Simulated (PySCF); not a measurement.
## Electronic structure of C₄H₈OPSi (SMILES O=CC/[C]=C\[SiH2]P) (doublet) in real space

```xyz
15

O    -0.8761   -0.2796    1.1988
C    -1.9094    0.2193    0.7317
C    -2.2139    0.3445   -0.7169
C    -0.9765    0.9250   -1.2633
C     0.2791    0.7984   -1.0501
Si    0.9564   -0.6043    0.1659
P     2.9206   -0.7559   -1.0372
H    -2.6284    0.7211    1.3980
H    -3.0828    0.9642   -0.8823
H    -2.3657   -0.6201   -1.2057
H     1.0744    1.3203   -1.5734
H     1.4138   -0.2585    1.5140
H     0.3782   -1.9262   -0.0805
H     3.6283   -1.3499   -0.0111
H     3.3978    0.5095   -0.7155
```

Geometry: GFN2-xTB.

Method: UKS B3LYP, pcH-1 on C H O P Si, non-relativistic, mean-field spin-orbit, GIAO in PySCF.

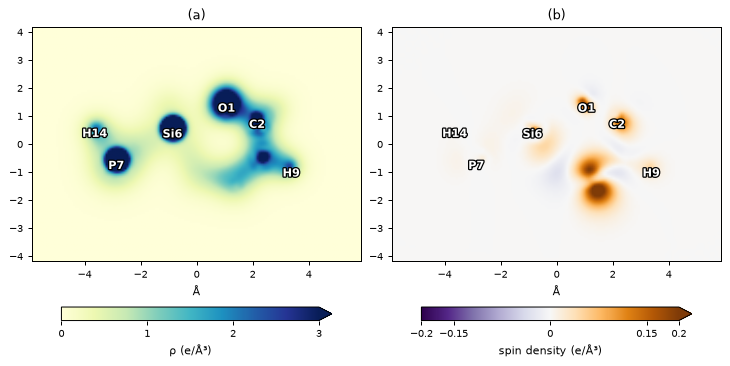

Figure 1. (a) total electron density; (b) spin density (α minus β) on the plane of atoms Si6, P7 and H14.

> Read the bonding off the picture.

- The plane passes through O, C, Si, P and H nuclei.
- C–O (1.24 Å): the density is about 2.3 e/Å³ at the midpoint.
- Si–P (2.31 Å): the density is about 0.71 e/Å³ at the midpoint.
- P–H (1.38 Å): ρ is about 1.4 e/Å³ halfway.
- The unpaired spin (1 electron) lies mostly on C4 (about 0.6), C2 (about 0.1) and Si6 (about 0.1), in electrons by Hirshfeld's partition.

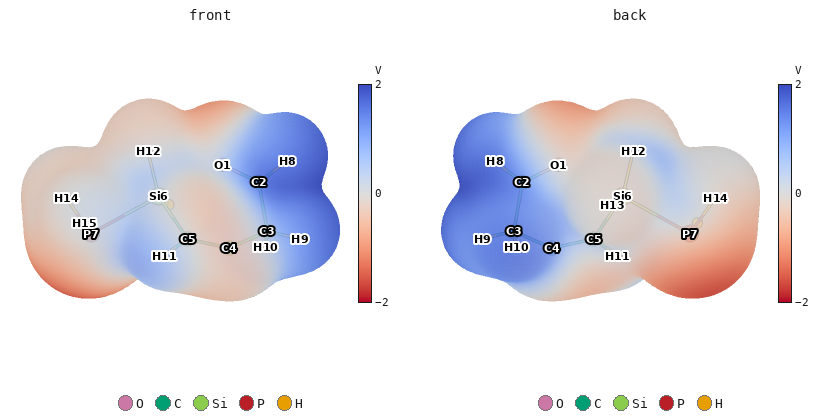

Figure 2. The molecular electrostatic potential painted on the density surface at 0.002 e/bohr³, seen from the front and from behind; red is negative and blue positive.

> Describe the electrostatic potential map.

The most negative region (about −1.6 V) lies over P7, the most positive (about +1.9 V) over C2 and H8.
